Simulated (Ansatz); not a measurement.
# Nudged elastic band, with input and output: CH₅ClGe (part 1 of 2)

The run: nudged elastic band of CH₅ClGe. Method and program: RKS PBE0-D4/def2-SVP (Ansatz 0.2.0).

The run did not end well. It belongs to a series of runs on one base structure; here: band between the two ends.

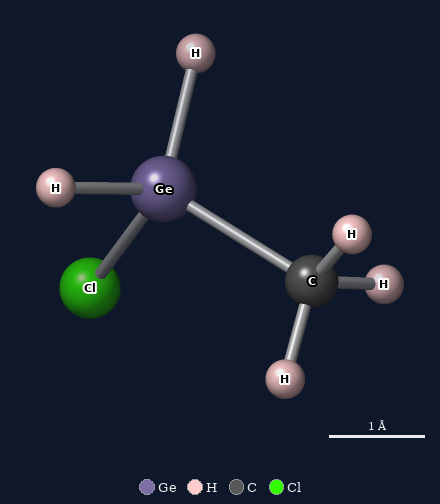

**Figure 1.** The input geometry (ball-and-stick view, seen at a tilt). Sticks mark near contacts.

## Input file
```yaml
crystal:
  periodic: [false, false, false]
  atoms:
    - { symbol: Ge, position_ang: [0.186847, 0.06536, 0.163383] }
    - { symbol: H, position_ang: [-0.048061, -0.121523, 1.671675] }
    - { symbol: H, position_ang: [1.689967, 0.152698, -0.14957] }
    - { symbol: C, position_ang: [-0.807868, 1.565344, -0.560837] }
    - { symbol: H, position_ang: [-1.880812, 1.436739, -0.360857] }
    - { symbol: H, position_ang: [-0.467855, 2.503415, -0.096676] }
    - { symbol: H, position_ang: [-0.654631, 1.628775, -1.647243] }
    - { symbol: Cl, position_ang: [-0.543887, -1.737108, -0.805274] }
basis:
  gaussian: { orbitals: def2-SVP }
hamiltonian:
  xc: pbe0
  dispersion: d4
neb:
  order_check: false
  images: 5
  f_tol: 0.05
  max_iterations: 60
  optimiser: fire
  climbing: immediate
  final_atoms:
    - { symbol: Ge, position_ang: [-1.06407713, -0.14456006, 0.5819352] }
    - { symbol: H, position_ang: [1.61439481, -0.00742776, 1.13121834] }
    - { symbol: H, position_ang: [1.72248607, 0.41398742, 0.5038766] }
    - { symbol: C, position_ang: [-0.94532636, 1.47976079, -0.56207531] }
    - { symbol: H, position_ang: [-1.94566087, 1.62604822, -1.0083112] }
    - { symbol: H, position_ang: [-0.69928995, 2.37647916, 0.02788423] }
    - { symbol: H, position_ang: [-0.23127177, 1.36114833, -1.39059582] }
    - { symbol: Cl, position_ang: [-0.97755479, -1.6117361, -1.06933105] }
  initial_path:
    images:
      - { positions_ang: [[0.186847, 0.06536, 0.163383], [-0.048061, -0.121523, 1.671675], [1.689967, 0.152698, -0.14957], [-0.807868, 1.565344, -0.560837], [-1.880812, 1.436739, -0.360857], [-0.467855, 2.503415, -0.096676], [-0.654631, 1.628775, -1.647243], [-0.543887, -1.737108, -0.805274]] }
      - { positions_ang: [[0.12423903, 0.04368095, 0.10970898], [0.32950179, -0.07921545, 1.57273104], [1.68075518, 0.10109427, 0.08243557], [-0.84617713, 1.57649227, -0.59208003], [-1.91318569, 1.40697422, -0.53730349], [-0.61065479, 2.46508455, -0.02277271], [-0.5754923, 1.74170588, -1.6219403], [-0.71528609, -1.7621167, -0.77617807]] }
      - { positions_ang: [[0.06163106, 0.02200189, 0.05603497], [0.70706458, -0.03690789, 1.47378708], [1.67154336, 0.04949055, 0.31444115], [-0.88448626, 1.58764053, -0.62332306], [-1.94555939, 1.37720945, -0.71374997], [-0.75345457, 2.42675411, 0.05113058], [-0.49635361, 1.85463675, -1.59663761], [-0.88668517, -1.78712539, -0.74708214]] }
      - { positions_ang: [[-0.00097691, 0.00032284, 0.00236095], [1.08462737, 0.00539966, 1.37484312], [1.66233154, -0.00211318, 0.54644672], [-0.9227954, 1.5987888, -0.65456609], [-1.97793308, 1.34744467, -0.89019646], [-0.89625436, 2.38842366, 0.12503387], [-0.41721491, 1.96756763, -1.57133491], [-1.05808426, -1.81213409, -0.71798621]] }
      - { positions_ang: [[-0.35534365, -0.04797146, 0.19555237], [1.26121652, 0.00112385, 1.29363486], [1.68238305, 0.13658702, 0.53225668], [-0.93030572, 1.5591128, -0.62373583], [-1.96717568, 1.44031252, -0.92956804], [-0.83059956, 2.38444216, 0.09265066], [-0.35523386, 1.76542786, -1.51108855], [-1.0312411, -1.74533476, -0.83510116]] }
      - { positions_ang: [[-0.70971039, -0.09626576, 0.38874378], [1.43780566, -0.00315195, 1.2124266], [1.70243456, 0.27528722, 0.51806664], [-0.93781604, 1.51943679, -0.59290557], [-1.95641828, 1.53318037, -0.96893962], [-0.76494475, 2.38046066, 0.06026745], [-0.29325282, 1.5632881, -1.45084218], [-1.00439795, -1.67853543, -0.9522161]] }
      - { positions_ang: [[-1.06407713, -0.14456006, 0.5819352], [1.61439481, -0.00742776, 1.13121834], [1.72248607, 0.41398742, 0.5038766], [-0.94532636, 1.47976079, -0.56207531], [-1.94566087, 1.62604822, -1.0083112], [-0.69928995, 2.37647916, 0.02788423], [-0.23127177, 1.36114833, -1.39059582], [-0.97755479, -1.6117361, -1.06933105]] }
```

Launch command:
```bash
ansatz run input.yaml --threads 2 --pin off --max-ram 3072MiB --backend cpu --events-out ev --progress --plain --runs-dir out
```

## What the program printed
```
Engine: ansatz 0.2.0, aarch64-unknown-linux-gnu
Functional definition: PBE0
  parameter a = 0.25
  parameter kappa = 0.804
  parameter beta = 0.06672455060314922
  exchange = (1 - a)*pbe_x(kappa = kappa, mu = beta*pi^2/3) + a*exact_x
  correlation = pbe_c(beta = beta)
943 factors; integrals over basis functions are off by at most 3.8e-4 eV
mean field evaluation 1: about -70132.3264 eV, gradient 4.2e1 eV
mean field evaluation 2: about -70130.6770 eV, gradient 4.7e1 eV
mean field evaluation 4: about -70136.2509 eV, gradient 7.7e-1 eV
mean field evaluation 8: about -70136.2597 eV, gradient 2.1e-2 eV
mean field -70136.25972403 eV, -2577.4600047939 hartree, gradient 2.9e-5 eV, S^2 0.000000; 0 other end points of the search recorded, 0 dependent functions left out
the calculation of the forces begins
reference -70136.25974912 eV, -2577.4600057157 hartree; 30, 30 occupied and 59, 59 virtual orbitals, 943 factors
945 factors; integrals over basis functions are off by at most 4.9e-4 eV
mean field evaluation 16: about -70126.2681 eV, gradient 5.5e1 eV
mean field -70134.85085043 eV, -2577.4082296441 hartree, gradient 8.4e-6 eV, S^2 0.000000; 0 other end points of the search recorded, 0 dependent functions left out
[... from here on the field's lines of each further geometry are left out, up to the last ...]
NEB iter   1: max|band force component| = 3.481e0 eV/Å  barrier→ = 4.2287 eV  barrier← = 2.8318 eV  CI = image 3  Δτ_max = 0.0511 Å  (180 SCF iters)
NEB iter   2: max|band force component| = 3.523e0 eV/Å  barrier→ = 4.1033 eV  barrier← = 2.7064 eV  CI = image 3  Δτ_max = 0.1133 Å  (134 SCF iters)
NEB iter   3: max|band force component| = 3.550e0 eV/Å  barrier→ = 3.8585 eV  barrier← = 2.4616 eV  CI = image 3  Δτ_max = 0.1725 Å  (137 SCF iters)
NEB iter   4: max|band force component| = 2.409e0 eV/Å  barrier→ = 3.3816 eV  barrier← = 1.9846 eV  CI = image 3  Δτ_max = 0.0348 Å  (134 SCF iters)
NEB iter   5: max|band force component| = 1.674e0 eV/Å  barrier→ = 3.2684 eV  barrier← = 1.8715 eV  CI = image 3  Δτ_max = 0.0586 Å  (128 SCF iters)
NEB iter   6: max|band force component| = 9.324e-1 eV/Å  barrier→ = 3.1206 eV  barrier← = 1.7237 eV  CI = image 3  Δτ_max = 0.0670 Å  (128 SCF iters)
NEB iter   7: max|band force component| = 1.202e0 eV/Å  barrier→ = 2.9989 eV  barrier← = 1.6019 eV  CI = image 3  Δτ_max = 0.0179 Å  (130 SCF iters)
NEB iter   8: max|band force component| = 8.396e-1 eV/Å  barrier→ = 2.9695 eV  barrier← = 1.5726 eV  CI = image 3  Δτ_max = 0.0302 Å  (130 SCF iters)
NEB iter   9: max|band force component| = 6.012e-1 eV/Å  barrier→ = 2.9330 eV  barrier← = 1.5361 eV  CI = image 3  Δτ_max = 0.0377 Å  (130 SCF iters)
NEB iter  10: max|band force component| = 5.825e-1 eV/Å  barrier→ = 2.8900 eV  barrier← = 1.4931 eV  CI = image 3  Δτ_max = 0.0449 Å  (128 SCF iters)
NEB iter  11: max|band force component| = 5.433e-1 eV/Å  barrier→ = 2.8365 eV  barrier← = 1.4396 eV  CI = image 3  Δτ_max = 0.0515 Å  (126 SCF iters)
NEB iter  12: max|band force component| = 5.336e-1 eV/Å  barrier→ = 2.7872 eV  barrier← = 1.3902 eV  CI = image 3  Δτ_max = 0.0573 Å  (127 SCF iters)
NEB iter  13: max|band force component| = 6.901e-1 eV/Å  barrier→ = 2.7458 eV  barrier← = 1.3488 eV  CI = image 3  Δτ_max = 0.0689 Å  (125 SCF iters)
NEB iter  14: max|band force component| = 5.969e-1 eV/Å  barrier→ = 2.7095 eV  barrier← = 1.3125 eV  CI = image 3  Δτ_max = 0.0105 Å  (125 SCF iters)
NEB iter  15: max|band force component| = 4.649e-1 eV/Å  barrier→ = 2.7028 eV  barrier← = 1.3059 eV  CI = image 3  Δτ_max = 0.0195 Å  (125 SCF iters)
NEB iter  16: max|band force component| = 3.290e-1 eV/Å  barrier→ = 2.6970 eV  barrier← = 1.3000 eV  CI = image 3  Δτ_max = 0.0076 Å  (129 SCF iters)
NEB iter  17: max|band force component| = 3.514e-1 eV/Å  barrier→ = 2.6935 eV  barrier← = 1.2966 eV  CI = image 3  Δτ_max = 0.0153 Å  (114 SCF iters)
NEB iter  18: max|band force component| = 4.149e-1 eV/Å  barrier→ = 2.6895 eV  barrier← = 1.2926 eV  CI = image 3  Δτ_max = 0.0077 Å  (115 SCF iters)
NEB iter  19: max|band force component| = 3.612e-1 eV/Å  barrier→ = 2.6872 eV  barrier← = 1.2902 eV  CI = image 3  Δτ_max = 0.0149 Å  (116 SCF iters)
NEB iter  20: max|band force component| = 2.862e-1 eV/Å  barrier→ = 2.6840 eV  barrier← = 1.2871 eV  CI = image 3  Δτ_max = 0.0063 Å  (117 SCF iters)
NEB iter  21: max|band force component| = 2.959e-1 eV/Å  barrier→ = 2.6822 eV  barrier← = 1.2853 eV  CI = image 3  Δτ_max = 0.0126 Å  (113 SCF iters)
NEB iter  22: max|band force component| = 3.229e-1 eV/Å  barrier→ = 2.6797 eV  barrier← = 1.2827 eV  CI = image 3  Δτ_max = 0.0058 Å  (115 SCF iters)
NEB iter  23: max|band force component| = 2.740e-1 eV/Å  barrier→ = 2.6782 eV  barrier← = 1.2813 eV  CI = image 3  Δτ_max = 0.0114 Å  (114 SCF iters)
NEB iter  24: max|band force component| = 2.615e-1 eV/Å  barrier→ = 2.6760 eV  barrier← = 1.2791 eV  CI = image 3  Δτ_max = 0.0050 Å  (113 SCF iters)
NEB iter  25: max|band force component| = 2.364e-1 eV/Å  barrier→ = 2.6748 eV  barrier← = 1.2779 eV  CI = image 3  Δτ_max = 0.0101 Å  (114 SCF iters)
NEB iter  26: max|band force component| = 3.138e-1 eV/Å  barrier→ = 2.6729 eV  barrier← = 1.2760 eV  CI = image 3  Δτ_max = 0.0055 Å  (113 SCF iters)
NEB iter  27: max|band force component| = 2.150e-1 eV/Å  barrier→ = 2.6719 eV  barrier← = 1.2750 eV  CI = image 3  Δτ_max = 0.0091 Å  (112 SCF iters)
NEB iter  28: max|band force component| = 2.549e-1 eV/Å  barrier→ = 2.6703 eV  barrier← = 1.2734 eV  CI = image 3  Δτ_max = 0.0047 Å  (112 SCF iters)
NEB iter  29: max|band force component| = 1.911e-1 eV/Å  barrier→ = 2.6694 eV  barrier← = 1.2725 eV  CI = image 3  Δτ_max = 0.0082 Å  (112 SCF iters)
NEB iter  30: max|band force component| = 3.030e-1 eV/Å  barrier→ = 2.6681 eV  barrier← = 1.2711 eV  CI = image 3  Δτ_max = 0.0053 Å  (112 SCF iters)
NEB iter  31: max|band force component| = 1.735e-1 eV/Å  barrier→ = 2.6673 eV  barrier← = 1.2704 eV  CI = image 3  Δτ_max = 0.0074 Å  (108 SCF iters)
NEB iter  32: max|band force component| = 2.477e-1 eV/Å  barrier→ = 2.6661 eV  barrier← = 1.2692 eV  CI = image 3  Δτ_max = 0.0045 Å  (110 SCF iters)
NEB iter  33: max|band force component| = 1.567e-1 eV/Å  barrier→ = 2.6655 eV  barrier← = 1.2685 eV  CI = image 3  Δτ_max = 0.0068 Å  (108 SCF iters)
NEB iter  34: max|band force component| = 2.913e-1 eV/Å  barrier→ = 2.6645 eV  barrier← = 1.2675 eV  CI = image 3  Δτ_max = 0.0051 Å  (112 SCF iters)
NEB iter  35: max|band force component| = 1.427e-1 eV/Å  barrier→ = 2.6639 eV  barrier← = 1.2670 eV  CI = image 3  Δτ_max = 0.0063 Å  (108 SCF iters)
NEB iter  36: max|band force component| = 2.399e-1 eV/Å  barrier→ = 2.6630 eV  barrier← = 1.2660 eV  CI = image 3  Δτ_max = 0.0044 Å  (107 SCF iters)
NEB iter  37: max|band force component| = 1.300e-1 eV/Å  barrier→ = 2.6625 eV  barrier← = 1.2656 eV  CI = image 3  Δτ_max = 0.0057 Å  (105 SCF iters)
NEB iter  38: max|band force component| = 2.792e-1 eV/Å  barrier→ = 2.6617 eV  barrier← = 1.2648 eV  CI = image 3  Δτ_max = 0.0049 Å  (109 SCF iters)
NEB iter  39: max|band force component| = 1.187e-1 eV/Å  barrier→ = 2.6613 eV  barrier← = 1.2643 eV  CI = image 3  Δτ_max = 0.0059 Å  (106 SCF iters)
NEB iter  40: max|band force component| = 2.318e-1 eV/Å  barrier→ = 2.6606 eV  barrier← = 1.2636 eV  CI = image 3  Δτ_max = 0.0043 Å  (104 SCF iters)
NEB iter  41: max|band force component| = 1.087e-1 eV/Å  barrier→ = 2.6602 eV  barrier← = 1.2632 eV  CI = image 3  Δτ_max = 0.0048 Å  (106 SCF iters)
NEB iter  42: max|band force component| = 2.672e-1 eV/Å  barrier→ = 2.6596 eV  barrier← = 1.2626 eV  CI = image 3  Δτ_max = 0.0047 Å  (105 SCF iters)
NEB iter  43: max|band force component| = 1.050e-1 eV/Å  barrier→ = 2.6592 eV  barrier← = 1.2623 eV  CI = image 3  Δτ_max = 0.0055 Å  (104 SCF iters)
NEB iter  44: max|band force component| = 2.235e-1 eV/Å  barrier→ = 2.6587 eV  barrier← = 1.2617 eV  CI = image 3  Δτ_max = 0.0041 Å  (105 SCF iters)
NEB iter  45: max|band force component| = 9.496e-2 eV/Å  barrier→ = 2.6584 eV  barrier← = 1.2614 eV  CI = image 3  Δτ_max = 0.0044 Å  (104 SCF iters)
NEB iter  46: max|band force component| = 2.554e-1 eV/Å  barrier→ = 2.6579 eV  barrier← = 1.2609 eV  CI = image 3  Δτ_max = 0.0045 Å  (105 SCF iters)
NEB iter  47: max|band force component| = 9.669e-2 eV/Å  barrier→ = 2.6576 eV  barrier← = 1.2607 eV  CI = image 3  Δτ_max = 0.0051 Å  (104 SCF iters)
NEB iter  48: max|band force component| = 2.153e-1 eV/Å  barrier→ = 2.6572 eV  barrier← = 1.2602 eV  CI = image 3  Δτ_max = 0.0040 Å  (104 SCF iters)
NEB iter  49: max|band force component| = 8.775e-2 eV/Å  barrier→ = 2.6569 eV  barrier← = 1.2600 eV  CI = image 3  Δτ_max = 0.0040 Å  (105 SCF iters)
NEB iter  50: max|band force component| = 2.440e-1 eV/Å  barrier→ = 2.6565 eV  barrier← = 1.2596 eV  CI = image 3  Δτ_max = 0.0043 Å  (104 SCF iters)
NEB iter  51: max|band force component| = 8.919e-2 eV/Å  barrier→ = 2.6563 eV  barrier← = 1.2593 eV  CI = image 3  Δτ_max = 0.0048 Å  (103 SCF iters)
NEB iter  52: max|band force component| = 2.071e-1 eV/Å  barrier→ = 2.6559 eV  barrier← = 1.2590 eV  CI = image 3  Δτ_max = 0.0039 Å  (100 SCF iters)
NEB iter  53: max|band force component| = 8.119e-2 eV/Å  barrier→ = 2.6557 eV  barrier← = 1.2588 eV  CI = image 3  Δτ_max = 0.0037 Å  (105 SCF iters)
NEB iter  54: max|band force component| = 2.330e-1 eV/Å  barrier→ = 2.6554 eV  barrier← = 1.2585 eV  CI = image 3  Δτ_max = 0.0041 Å  (101 SCF iters)
NEB iter  55: max|band force component| = 8.242e-2 eV/Å  barrier→ = 2.6552 eV  barrier← = 1.2583 eV  CI = image 3  Δτ_max = 0.0045 Å  (102 SCF iters)
NEB iter  56: max|band force component| = 1.990e-1 eV/Å  barrier→ = 2.6549 eV  barrier← = 1.2580 eV  CI = image 3  Δτ_max = 0.0037 Å  (99 SCF iters)
NEB iter  57: max|band force component| = 7.523e-2 eV/Å  barrier→ = 2.6547 eV  barrier← = 1.2578 eV  CI = image 3  Δτ_max = 0.0035 Å  (104 SCF iters)
NEB iter  58: max|band force component| = 2.226e-1 eV/Å  barrier→ = 2.6544 eV  barrier← = 1.2575 eV  CI = image 3  Δτ_max = 0.0040 Å  (100 SCF iters)
NEB iter  59: max|band force component| = 7.632e-2 eV/Å  barrier→ = 2.6543 eV  barrier← = 1.2573 eV  CI = image 3  Δτ_max = 0.0042 Å  (101 SCF iters)
the calculation of the forces begins
reference -70134.61315108 eV, -2577.3994943538 hartree; 30, 30 occupied and 59, 59 virtual orbitals, 945 factors
these checks for a lower state are left out or cut short: starts, cluster_reference, orbital_swaps, neighbouring_geometries, increment
945 factors; integrals over basis functions are off by at most 4.8e-4 eV
mean field -70134.82166956 eV, -2577.4071572667 hartree, gradient 1.1e-5 eV, S^2 0.000000; 0 other end points of the search recorded, 0 dependent functions left out
the calculation of the forces begins
reference -70134.82169307 eV, -2577.4071581307 hartree; 30, 30 occupied and 59, 59 virtual orbitals, 945 factors
NEB iter  60: max|band force component| = 1.911e-1 eV/Å  barrier→ = 2.6540 eV  barrier← = 1.2571 eV  CI = image 3  Δτ_max = 0.0036 Å  (98 SCF iters)
```
